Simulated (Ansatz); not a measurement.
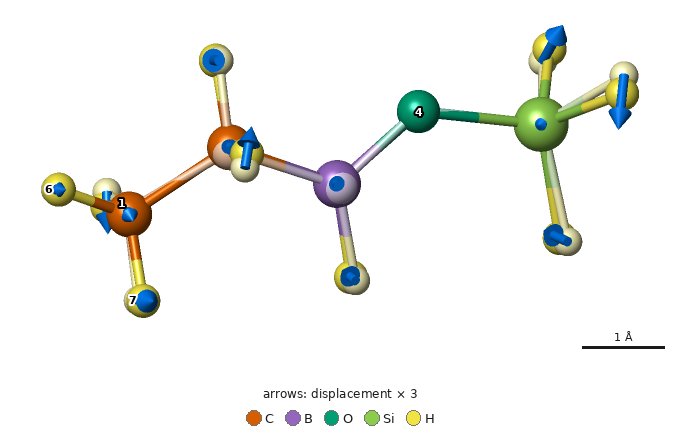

A relaxation of C₂H₉BOSi. The starting structure is drawn faded, the final one solid; blue arrows show the displacements, magnified 3 times. The two geometries are superimposed by the best rigid fit.

Style: ball-and-stick. Shown at a tilt.

The start comes from PBE-D4/def2-SVP.

These are results of RKS PBE0-D4/def2-TZVP (Ansatz 0.2.0), not measurements. Settings: force threshold 0.005 eV/Å; at most 150 steps.

**Atoms of which element are displaced furthest, and by how much?**

Hydrogen: up to 0.26 Å, against 0.08 Å for carbon.

**What did the optimiser do to the structure, and how much energy did it gain?**

Over 17 accepted moves (18 points after the start) the energy falls by 7.12 kJ/mol. Largest force component: 0.83 eV/Å at the start, 0.004 eV/Å at the end. The line search rejected the trial step at point 3 of the run. The atom that moves furthest after the best rigid fit is an H atom (0.26 Å). By element the largest moves are H 0.26 Å, C 0.08 Å, B 0.07 Å, Si 0.04 Å, O 0.02 Å. Among the contacts that change: O–Si 1.697 → 1.652 Å, B–H 1.231 → 1.209 Å, H–Si 1.505 → 1.486 Å, C–H 1.120 → 1.102 Å. The run took roughly 5 core-minutes on a shared host.
